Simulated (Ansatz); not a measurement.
# ZrC7: the cost of one run

Method: DFT PBE, scalar-relativistic, plane waves, PAW, in Ansatz 0.2.0.

## 1. The system as given

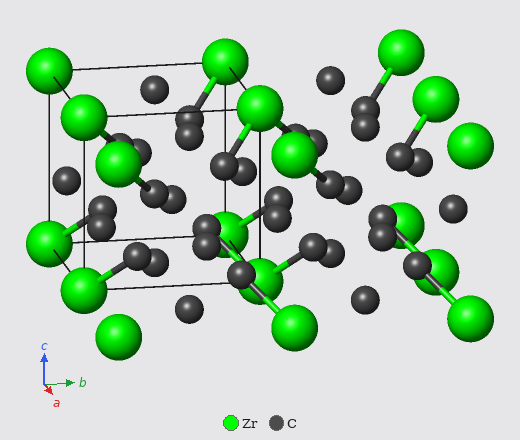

Start, viewed slightly off an axis; zirconium green, carbon dark grey. 2×2×1 cells are drawn. Atoms on the faces are drawn again on the opposite ones.

Structure file:

```xyz
8
Lattice="5.1740 0.0000 0.0000 0.0000 5.1740 0.0000 0.0000 0.0000 5.1740" Properties=species:S:1:pos:R:3 pbc="T T T"
Zr    0.0000    0.0000    0.0000
C     1.3070    1.3070    1.3070
C     0.0000    2.5870    2.5870
C     2.5870    2.5870    0.0000
C     2.5870    0.0000    2.5870
C     3.8670    1.3070    3.8670
C     3.8670    3.8670    1.3070
C     1.3070    3.8670    3.8670
```

A structure generator made this guess: species swapped into a database cell of Si7Ge (P-43m, No. 215), with C on the Si sites and Zr on the Ge sites. Its size is a rough estimate.

## 2. Probe: one point on a coarse mesh

input.yaml reads:

```yaml
crystal:
  lattice:
    - [5.17403522, 0.0, 0.0]
    - [0.0, 5.17403522, 0.0]
    - [0.0, 0.0, 5.17403522]
  atoms:
    - { symbol: Zr, position: [0.0, 0.0, 0.0] }
    - { symbol: C, position: [0.25261521, 0.25261521, 0.25261521] }
    - { symbol: C, position: [0.0, 0.5, 0.5] }
    - { symbol: C, position: [0.5, 0.5, 0.0] }
    - { symbol: C, position: [0.5, 0.0, 0.5] }
    - { symbol: C, position: [0.74738479, 0.25261521, 0.74738479] }
    - { symbol: C, position: [0.74738479, 0.74738479, 0.25261521] }
    - { symbol: C, position: [0.25261521, 0.74738479, 0.74738479] }
basis:
  ecutwfc: 420
kpoints:
  mp_grid: { grid: [4, 4, 4] }
hamiltonian:
  xc: pbe
scf:
  occupations: { method: gaussian, width: 0.1 }
  lower_state_search: "off"
output:
  forces: true
  stress: true
  eigenvalues: true
```

On the command line:

```console
$ ansatz run input.yaml --threads 1 --pin off --max-ram 2048MiB --backend cpu --events-out ev --progress --plain --runs-dir out
```

What time and memory should one allow on 1 thread of Arm Neoverse V1, shared host?

About 3.3 s, with a peak of 0.27 GiB.
